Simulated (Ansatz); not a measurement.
# Nudged elastic band of CH$_{10}$Si$_{2}$

System: CH$_{10}$Si$_{2}$.
Method: RKS PBE0-D4/def2-SVP (Ansatz 0.2.0).

Figures and captions count atoms from 1; the log counts them from 0 in places.

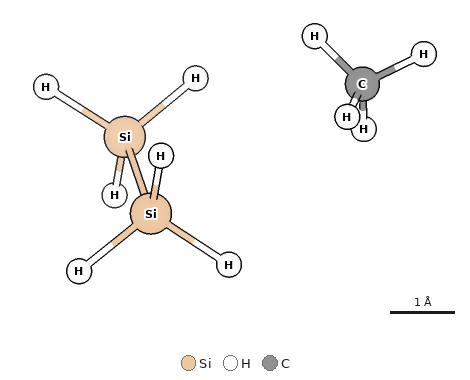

Figure 1. The input geometry (ball-and-stick view, seen at a tilt).

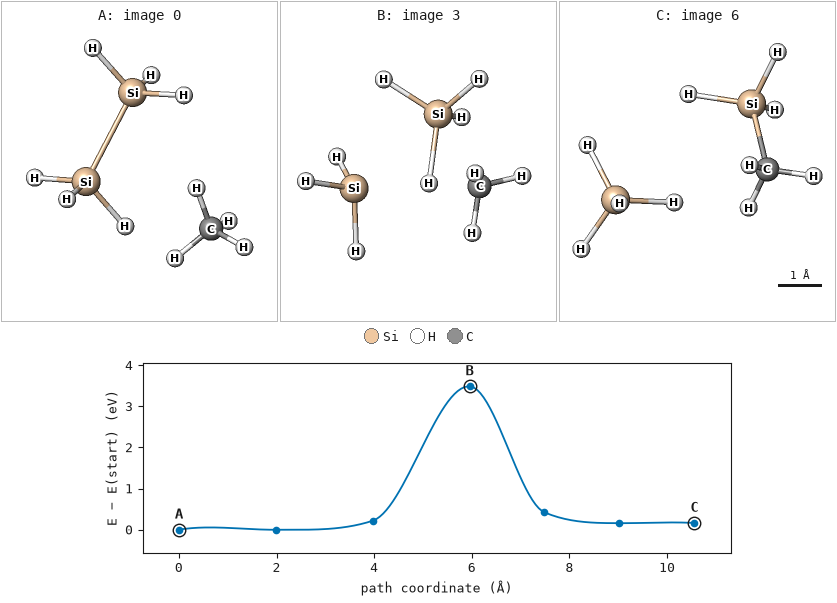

Figure 2. Images of the last band (counted from 0; ball-and-stick, seen at a tilt) above the energy along the path; the line is a cubic interpolation that uses the forces. The highest image is number 3, 3.487 eV above the start and 3.325 eV above the end (the climbing image); the end lies 0.162 eV above the start. The path is 10.56 Å long. The band converged in 24 iterations. The end points carry forces over 0.1 eV/Å, so they aren't fully relaxed minima and the barriers are approximate.

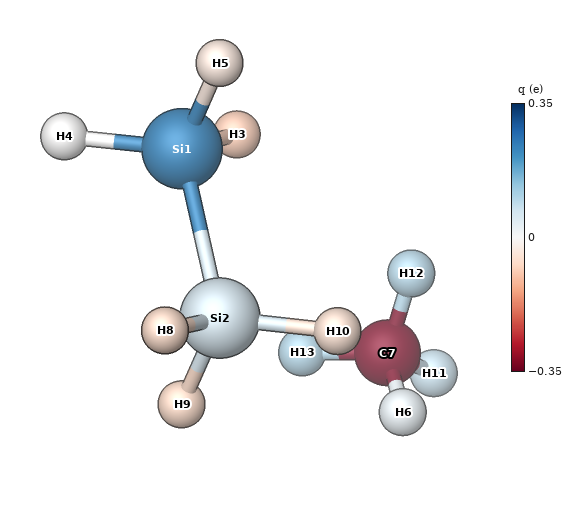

Figure 3. Mulliken charges, as the colour of each atom (ball-and-stick view, seen at a tilt; atoms are numbered from 1 in the order of the input). By element: Si +0.06 to +0.23, H −0.10 to +0.12 and C −0.33 e.

The input and output of the run follow.

Input file
```yaml
crystal:
  periodic: [false, false, false]
  atoms:
    - {symbol: Si, position_ang: [0.569483, 1.100630, 1.672046]}
    - {symbol: Si, position_ang: [1.423098, -0.805415, 0.619564]}
    - {symbol: H, position_ang: [-0.630006, 1.606564, 0.953287]}
    - {symbol: H, position_ang: [0.184382, 0.781644, 3.073324]}
    - {symbol: H, position_ang: [1.597932, 2.175486, 1.696236]}
    - {symbol: H, position_ang: [-0.835988, -0.936897, -2.178961]}
    - {symbol: C, position_ang: [-1.597735, -0.236583, -1.837409]}
    - {symbol: H, position_ang: [2.625657, -1.289486, 1.350304]}
    - {symbol: H, position_ang: [0.407789, -1.892025, 0.604811]}
    - {symbol: H, position_ang: [1.812805, -0.495144, -0.781818]}
    - {symbol: H, position_ang: [-2.414203, -0.207791, -2.558513]}
    - {symbol: H, position_ang: [-1.162182, 0.757942, -1.743114]}
    - {symbol: H, position_ang: [-1.980932, -0.559025, -0.869558]}
basis:
  gaussian: {orbitals: def2-SVP}
hamiltonian: {xc: pbe0, dispersion: d4}
neb:
  images: 5
  climbing: true
  max_iterations: 40
  initial_path: idpp
  final_atoms:
    - {symbol: Si, position_ang: [-0.857687, 1.310819, 0.708688]}
    - {symbol: Si, position_ang: [1.813662, -1.677655, 0.142155]}
    - {symbol: H, position_ang: [-1.218903, 2.734589, 0.947747]}
    - {symbol: H, position_ang: [-1.474492, 0.485401, 1.781745]}
    - {symbol: H, position_ang: [0.622077, 1.187732, 0.822961]}
    - {symbol: H, position_ang: [0.434526, -1.838508, 0.670367]}
    - {symbol: C, position_ang: [-1.441562, 0.756237, -0.978987]}
    - {symbol: H, position_ang: [2.660947, -1.003802, 1.156654]}
    - {symbol: H, position_ang: [2.377206, -3.016981, -0.166159]}
    - {symbol: H, position_ang: [1.772881, -0.863694, -1.099084]}
    - {symbol: H, position_ang: [-1.188940, -0.291836, -1.152587]}
    - {symbol: H, position_ang: [-0.974685, 1.353150, -1.765665]}
    - {symbol: H, position_ang: [-2.524930, 0.864449, -1.067634]}
```

Launched with:
```bash
ansatz run in.yaml --threads 4 --pin off --events-out ev --progress --plain --max-ram 9574MiB
```

The program's output
```
Functional definition: PBE0
  name "PBE0"
  cite "Adamo & Barone, J. Chem. Phys. 110, 6158 (1999) doi:10.1063/1.478522"
  cite "Perdew, Burke & Ernzerhof, Phys. Rev. Lett. 77, 3865 (1996) doi:10.1103/PhysRevLett.77.3865"
  parent pbe
  parameter a = 0.25
  parameter kappa = 0.804
  parameter beta = 0.06672455060314922
  exchange = (1 - a)*pbe_x(kappa = kappa, mu = beta*pi^2/3) + a*exact_x
  correlation = pbe_c(beta = beta)
1067 factors; integrals over basis functions are off by at most 2.9e-4 eV
mean field evaluation 1: about -16937.1526 eV, gradient 3.8e1 eV
mean field evaluation 2: about -16937.0509 eV, gradient 3.8e1 eV
mean field evaluation 4: about -16940.7998 eV, gradient 2.1e-1 eV
mean field evaluation 8: about -16940.8054 eV, gradient 1.9e-3 eV
mean field -16940.80538166 eV, -622.5631148858 hartree, gradient 1.0e-5 eV, S^2 0.000000; 0 other end points of the search recorded, 0 dependent functions left out
the calculation of the forces begins
reference -16940.80541261 eV, -622.5631160232 hartree; 22, 22 occupied and 78, 78 virtual orbitals, 1067 factors
1063 factors; integrals over basis functions are off by at most 1.1e-3 eV
mean field evaluation 16: about -16940.6182 eV, gradient 2.4e0 eV
mean field -16940.63777815 eV, -622.5569555703 hartree, gradient 1.3e-5 eV, S^2 0.000000; 0 other end points of the search recorded, 0 dependent functions left out
[... from here on the field's lines of each further geometry are left out, up to the last ...]
WARN: NEB end point (image 0): max|allowed force component| = 2.685e-1 eV/Å (the criterion of neb.relax_end_points is 1.000e-2). That is over neb.f_tol: it is no minimum, so the barrier can be far off. Relax it first
WARN: NEB end point (image 6): max|allowed force component| = 2.846e-1 eV/Å (the criterion of neb.relax_end_points is 1.000e-2). That is over neb.f_tol: it is no minimum, so the barrier can be far off. Relax it first
NEB iter   1: max|band force component| = 3.104e0 eV/Å  barrier→ = 8.0890 eV  barrier← = 7.9266 eV  Δτ_max = 0.2000 Å  (167 SCF iters)
NEB iter   2: max|band force component| = 3.862e0 eV/Å  barrier→ = 6.8720 eV  barrier← = 6.7096 eV  Δτ_max = 0.2000 Å  (132 SCF iters)
NEB iter   3: max|band force component| = 4.918e0 eV/Å  barrier→ = 5.4596 eV  barrier← = 5.2972 eV  Δτ_max = 0.1002 Å  (125 SCF iters)
NEB iter   4: max|band force component| = 3.598e0 eV/Å  barrier→ = 4.8187 eV  barrier← = 4.6563 eV  Δτ_max = 0.2000 Å  (116 SCF iters)
NEB iter   5: max|band force component| = 3.894e0 eV/Å  barrier→ = 3.6047 eV  barrier← = 3.4423 eV  Δτ_max = 0.1011 Å  (121 SCF iters)
NEB iter   6: max|band force component| = 3.458e0 eV/Å  barrier→ = 3.3091 eV  barrier← = 3.1467 eV  Δτ_max = 0.2000 Å  (114 SCF iters)
NEB iter   7: max|band force component| = 3.238e0 eV/Å  barrier→ = 3.0161 eV  barrier← = 2.8538 eV  Δτ_max = 0.1010 Å  (119 SCF iters)
NEB iter   8: max|band force component| = 1.194e0 eV/Å  barrier→ = 2.5814 eV  barrier← = 2.4191 eV  Δτ_max = 0.2000 Å  (112 SCF iters)
NEB iter   9: max|band force component| = 5.626e-1 eV/Å  barrier→ = 2.1702 eV  barrier← = 2.0078 eV  Δτ_max = 0.2000 Å  (115 SCF iters)
NEB iter  10: max|band force component| = 7.564e-1 eV/Å  barrier→ = 1.7777 eV  barrier← = 1.6153 eV  Δτ_max = 0.1001 Å  (118 SCF iters)
NEB iter  11: max|band force component| = 1.186e0 eV/Å  barrier→ = 1.6335 eV  barrier← = 1.4711 eV  CI = image 3  Δτ_max = 0.2000 Å  (110 SCF iters)
NEB iter  12: max|band force component| = 1.287e0 eV/Å  barrier→ = 2.2672 eV  barrier← = 2.1049 eV  CI = image 3  Δτ_max = 0.2000 Å  (111 SCF iters)
NEB iter  13: max|band force component| = 1.912e0 eV/Å  barrier→ = 2.9304 eV  barrier← = 2.7681 eV  CI = image 3  Δτ_max = 0.1976 Å  (112 SCF iters)
NEB iter  14: max|band force component| = 1.732e0 eV/Å  barrier→ = 3.0761 eV  barrier← = 2.9138 eV  CI = image 3  Δτ_max = 0.2000 Å  (111 SCF iters)
NEB iter  15: max|band force component| = 6.250e-1 eV/Å  barrier→ = 3.5536 eV  barrier← = 3.3912 eV  CI = image 3  Δτ_max = 0.1797 Å  (118 SCF iters)
NEB iter  16: max|band force component| = 5.910e-1 eV/Å  barrier→ = 3.5106 eV  barrier← = 3.3483 eV  CI = image 3  Δτ_max = 0.1663 Å  (112 SCF iters)
NEB iter  17: max|band force component| = 3.311e-1 eV/Å  barrier→ = 3.5353 eV  barrier← = 3.3729 eV  CI = image 3  Δτ_max = 0.0890 Å  (108 SCF iters)
NEB iter  18: max|band force component| = 1.567e-1 eV/Å  barrier→ = 3.5077 eV  barrier← = 3.3453 eV  CI = image 3  Δτ_max = 0.0391 Å  (105 SCF iters)
NEB iter  19: max|band force component| = 1.392e-1 eV/Å  barrier→ = 3.5019 eV  barrier← = 3.3396 eV  CI = image 3  Δτ_max = 0.0306 Å  (106 SCF iters)
NEB iter  20: max|band force component| = 7.518e-2 eV/Å  barrier→ = 3.4983 eV  barrier← = 3.3360 eV  CI = image 3  Δτ_max = 0.0544 Å  (103 SCF iters)
NEB iter  21: max|band force component| = 1.012e-1 eV/Å  barrier→ = 3.4952 eV  barrier← = 3.3328 eV  CI = image 3  Δτ_max = 0.0272 Å  (103 SCF iters)
NEB iter  22: max|band force component| = 1.152e-1 eV/Å  barrier→ = 3.4929 eV  barrier← = 3.3306 eV  CI = image 3  Δτ_max = 0.0272 Å  (105 SCF iters)
NEB iter  23: max|band force component| = 8.449e-2 eV/Å  barrier→ = 3.4908 eV  barrier← = 3.3284 eV  CI = image 3  Δτ_max = 0.0545 Å  (103 SCF iters)
the calculation of the forces begins
reference -16940.63835082 eV, -622.5569766155 hartree; 22, 22 occupied and 78, 78 virtual orbitals, 1063 factors
these checks for a lower state are left out or cut short: stability, starts, cluster_reference, orbital_swaps, neighbouring_geometries, increment
1067 factors; integrals over basis functions are off by at most 9.5e-4 eV
mean field -16937.40811540 eV, -622.4382676533 hartree, gradient 1.6e-6 eV, S^2 0.000000; 0 other end points of the search recorded, 0 dependent functions left out
the calculation of the forces begins
reference -16937.40814540 eV, -622.4382687559 hartree; 22, 22 occupied and 78, 78 virtual orbitals, 1067 factors
NEB iter  24: max|band force component| = 4.955e-2 eV/Å  barrier→ = 3.4869 eV  barrier← = 3.3245 eV  CI = image 3  CI's point: of a kind that is not told: the force calls were inconclusive, a negative curvature could not be distinguished from the path's own, the only one lies far off the path, or fixed occupations may fill a level only in part  Δτ_max = 0.0000 Å  (933 SCF iters)
Total energy: -16937.49335736 eV, -622.4414002378 hartree
Atom 0 at    -0.040869     0.902889     0.783663 Å, force     0.023062     0.008016    -0.008906 eV/Å
Atom 1 at     1.426427    -1.217744    -0.023001 Å, force    -0.023718    -0.024051    -0.004785 eV/Å
Atom 2 at    -0.795138     2.218730     0.761274 Å, force    -0.013039     0.018666     0.021904 eV/Å
Atom 3 at    -0.507285     0.131779     1.965832 Å, force     0.001956    -0.005259     0.005781 eV/Å
Atom 4 at     1.385014     1.389244     0.868597 Å, force    -0.039375     0.001449    -0.018273 eV/Å
Atom 5 at    -0.281300    -0.220862    -0.408198 Å, force     0.026828    -0.020112     0.006592 eV/Å
Atom 6 at    -1.469284     0.368345    -0.787161 Å, force     0.028173     0.002950    -0.029783 eV/Å
Atom 7 at     2.073902    -1.439282     1.313162 Å, force     0.008528     0.004494     0.009264 eV/Å
Atom 8 at     1.007688    -2.567508    -0.544543 Å, force     0.003356    -0.013517     0.003969 eV/Å
Atom 9 at     2.493984    -0.704199    -0.947757 Å, force    -0.003747     0.007655    -0.005670 eV/Å
Atom 10 at    -1.594158    -0.570148    -1.357921 Å, force     0.003178     0.002941     0.003982 eV/Å
Atom 11 at    -1.355613     1.205466    -1.489169 Å, force    -0.005531     0.012004     0.008260 eV/Å
Atom 12 at    -2.343268     0.503190    -0.134579 Å, force    -0.009672     0.004765     0.007664 eV/Å
Dipole moment:    -0.440260     0.163110    -0.151814 e Å
```

The last band as extended XYZ (Å, eV, eV/Å)
```
13
Properties=species:S:1:pos:R:3:forces:R:3 image=0 energy=-16940.98020
Si    0.5695    1.1006    1.6720    0.0169  -0.0501  -0.0295
Si    1.4231   -0.8054    0.6196   -0.0287   0.0452   0.0132
H    -0.6300    1.6066    0.9533   -0.1176   0.0436  -0.0760
H     0.1844    0.7816    3.0733   -0.0353  -0.0371   0.1363
H     1.5979    2.1755    1.6962    0.1051   0.1005  -0.0013
H    -0.8360   -0.9369   -2.1790    0.2076  -0.1912  -0.0917
C    -1.5977   -0.2366   -1.8374    0.0114   0.0014   0.0050
H     2.6257   -1.2895    1.3503    0.1125  -0.0392   0.0748
H     0.4078   -1.8920    0.6048   -0.1054  -0.1012   0.0038
H     1.8128   -0.4951   -0.7818    0.0360   0.0384  -0.1361
H    -2.4142   -0.2078   -2.5585   -0.2207   0.0082  -0.1958
H    -1.1622    0.7579   -1.7431    0.1190   0.2681   0.0288
H    -1.9809   -0.5590   -0.8696   -0.1010  -0.0867   0.2685
13
Properties=species:S:1:pos:R:3:forces:R:3 image=1 energy=-16940.98304
Si    0.5766    0.9339    1.5706   -0.0025   0.0014  -0.0042
Si    1.6520   -0.7949    0.4046    0.0031  -0.0006   0.0070
H    -0.4364    1.6100    0.7054   -0.0013   0.0004   0.0044
H    -0.1103    0.3875    2.7814    0.0032  -0.0012   0.0029
H     1.5845    1.9481    2.0094    0.0018   0.0009   0.0002
H    -1.2857   -0.9344   -1.0638   -0.0047  -0.0057   0.0007
C    -1.7909   -0.1109   -1.5857    0.0062   0.0089  -0.0081
H     2.8173   -1.2875    1.2026    0.0026  -0.0014  -0.0033
H     0.7198   -1.9402    0.1721   -0.0016   0.0009   0.0025
H     2.1490   -0.3018   -0.9166   -0.0032   0.0025  -0.0007
H    -2.3572   -0.5126   -2.4364   -0.0032  -0.0007  -0.0015
H    -1.0430    0.6062   -1.9498    0.0020  -0.0039   0.0004
H    -2.4757    0.3966   -0.8936   -0.0025  -0.0016  -0.0005
13
Properties=species:S:1:pos:R:3:forces:R:3 image=2 energy=-16940.76443
Si    0.4537    0.8698    1.1446    0.1424  -0.0230   0.0769
Si    1.6264   -0.9434    0.1870    0.0365   0.0752   0.0580
H    -0.3190    1.8395    0.3147    0.1488  -0.0888  -0.0904
H    -0.4770    0.2911    2.1632    0.0247   0.0428   0.0525
H     1.5363    1.6504    1.8068    0.0564   0.0550   0.2316
H    -0.7932   -0.3364   -0.7561   -0.1353  -0.0237  -0.0841
C    -1.7321    0.0720   -1.1482   -0.0523  -0.0847  -0.0759
H     2.3944   -1.4826    1.3516    0.0877  -0.0350  -0.0126
H     0.8154   -2.0692   -0.3754   -0.0766   0.1191   0.0372
H     2.5893   -0.4944   -0.8645    0.0044   0.0317  -0.0019
H    -2.1684   -0.6843   -1.8084   -0.1718  -0.0005  -0.1051
H    -1.5148    0.9947   -1.7012   -0.0460  -0.0361  -0.0506
H    -2.4109    0.2927   -0.3138   -0.0188  -0.0318  -0.0356
13
Properties=species:S:1:pos:R:3:forces:R:3 image=3 energy=-16937.49333
Si   -0.0409    0.9029    0.7837    0.0231   0.0080  -0.0089
Si    1.4264   -1.2177   -0.0230   -0.0237  -0.0241  -0.0048
H    -0.7951    2.2187    0.7613   -0.0130   0.0187   0.0219
H    -0.5073    0.1318    1.9658    0.0020  -0.0053   0.0058
H     1.3850    1.3892    0.8686   -0.0394   0.0014  -0.0183
H    -0.2813   -0.2209   -0.4082    0.0268  -0.0201   0.0066
C    -1.4693    0.3683   -0.7872    0.0282   0.0029  -0.0298
H     2.0739   -1.4393    1.3132    0.0085   0.0045   0.0093
H     1.0077   -2.5675   -0.5445    0.0034  -0.0135   0.0040
H     2.4940   -0.7042   -0.9478   -0.0037   0.0077  -0.0057
H    -1.5942   -0.5701   -1.3579    0.0032   0.0029   0.0040
H    -1.3556    1.2055   -1.4892   -0.0055   0.0120   0.0083
H    -2.3433    0.5032   -0.1346   -0.0097   0.0048   0.0077
13
Properties=species:S:1:pos:R:3:forces:R:3 image=4 energy=-16940.55915
Si   -0.3656    1.1740    0.7767   -0.1287   0.0943  -0.0131
Si    1.5153   -1.5895   -0.1824    0.0530  -0.1154  -0.0413
H    -0.7840    2.5403    1.2027   -0.0349   0.1166   0.1506
H    -0.5353    0.2273    1.9237   -0.0235   0.0364  -0.0154
H     1.1062    1.2653    0.4924   -0.1313  -0.0169  -0.1447
H     0.2169   -0.8810   -0.3112    0.1890  -0.2597   0.0311
C    -1.5265    0.7314   -0.6511   -0.0340   0.1215   0.0622
H     1.9743   -1.5955    1.2371   -0.0166  -0.0114  -0.0094
H     1.2746   -2.9784   -0.6607    0.1481  -0.1463  -0.0157
H     2.5241   -0.8985   -1.0365    0.0301  -0.0377  -0.0205
H    -1.4494   -0.2818   -1.0701    0.0863   0.0629   0.1046
H    -1.4064    1.4489   -1.4762   -0.0508   0.0641  -0.0095
H    -2.5441    0.8374   -0.2442   -0.0867   0.0916  -0.0788
13
Properties=species:S:1:pos:R:3:forces:R:3 image=5 energy=-16940.82301
Si   -0.4915    1.3141    0.8399   -0.0035  -0.0043  -0.0037
Si    1.6443   -1.9114   -0.2269    0.0015   0.0009   0.0004
H    -0.6507    2.6934    1.3968    0.0012   0.0019   0.0020
H    -0.7971    0.3312    1.9252   -0.0009   0.0001  -0.0011
H     0.9423    1.1385    0.4463    0.0001  -0.0006  -0.0015
H     0.1596   -1.7524   -0.2468   -0.0013  -0.0038   0.0003
C    -1.6256    1.0613   -0.6369    0.0040   0.0099   0.0107
H     2.1569   -1.6269    1.1448    0.0008   0.0010   0.0005
H     1.9882   -3.3132   -0.6096    0.0039  -0.0034   0.0011
H     2.2585   -0.9648   -1.2035   -0.0005  -0.0007  -0.0013
H    -1.5167    0.0456   -1.0460   -0.0014   0.0013  -0.0018
H    -1.3903    1.7807   -1.4360   -0.0019  -0.0005  -0.0022
H    -2.6777    1.2039   -0.3469   -0.0021  -0.0017  -0.0035
13
Properties=species:S:1:pos:R:3:forces:R:3 image=6 energy=-16940.81783
Si   -0.6230    1.3774    0.8190    0.0034   0.0038   0.0111
Si    1.5302   -1.9447   -0.0267   -0.0036   0.0007   0.0007
H    -0.7498    2.8206    1.1592   -0.0101   0.1418   0.0365
H    -1.3353    0.5874    1.8591   -0.0677  -0.0794   0.1067
H     0.8213    1.0185    0.8735    0.1445  -0.0349   0.0092
H     0.1564   -1.9246    0.5383   -0.1410   0.0026   0.0586
C    -1.3284    1.0352   -0.8787    0.0521   0.0261   0.1217
H     2.4977   -1.4805    0.9977    0.0987   0.0498   0.1055
H     1.8682   -3.3315   -0.4378    0.0346  -0.1397  -0.0426
H     1.5872   -1.0526   -1.2124    0.0069   0.0910  -0.1218
H    -1.2482   -0.0253   -1.1263    0.0195  -0.2846  -0.0696
H    -0.7931    1.6039   -1.6423    0.1410   0.1504  -0.2034
H    -2.3832    1.3161   -0.9224   -0.2783   0.0725  -0.0126
```

Results in brief

```tsv
quantity	value
outcome	converged
barrier, forward	3.487 eV
barrier, backward	3.325 eV
dipole moment (one image of the band)	2.37 D
hardware	4 threads of AMD EPYC, 63 GiB of memory available, shared host
wall time	2.7 min (CPU time 9.8 min)
peak memory	0.54 GiB
```
